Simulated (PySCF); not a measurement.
# C6H3Na3 ((NaCCH)3 ring): the cost of one run

Programs: PySCF 2.14.0, with routines of our own; each step states its level. All values are computed. Atoms count from 0.

### 1 The starting structure

12 atoms, charge 0, multiplicity 1; geometry from: GFN2-xTB.

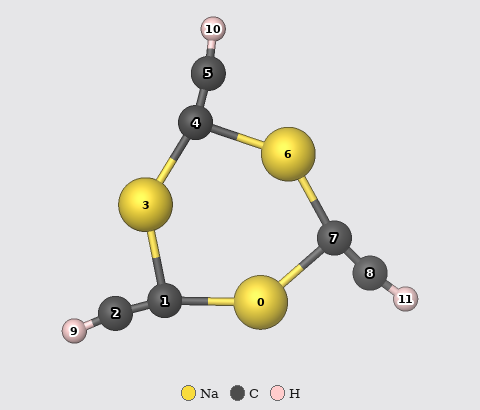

The starting geometry (sodium yellow, carbon dark grey, hydrogen pink); sticks join atoms by distance alone.

### 2 Magnetic properties: GIAO PBE0/def2-SVP

What the job is given:

```
{"job": {"kind": "mag", "xc": "PBE0", "basis": "def2-SVP"}, "charge": 0, "multiplicity": 1}
Na    -0.507960    -1.945850    -0.527190
C     -0.525120    -1.693620     1.744960
C     -0.733260    -1.847670     2.929750
Na     0.213320     0.502140     2.017720
C      0.800410     2.252710     0.668280
C      1.047390     3.367150     0.258810
Na     0.621000     1.330490    -1.469610
C     -0.040350    -0.647700    -2.404910
C     -0.442500    -1.473570    -3.196650
H     -0.956350    -2.131010     3.933120
H      1.276650     4.386220     0.047010
H     -0.753230    -2.099280    -4.001300
```

With the program's defaults for keys left out, this is: GIAO PBE0/def2-SVP magnetisability, rotational g tensor and spin-rotation constants, non-relativistic, gas phase.

Started as:

```bash
> OMP_NUM_THREADS=1 python excited_run.py task.json out
```

This one command runs all jobs of the session in turn.

Q: Estimate the wall time and peak memory of this first job on 1 thread of Arm Neoverse N1, shared host.

About 38 s, with a peak of 0.7 GiB.
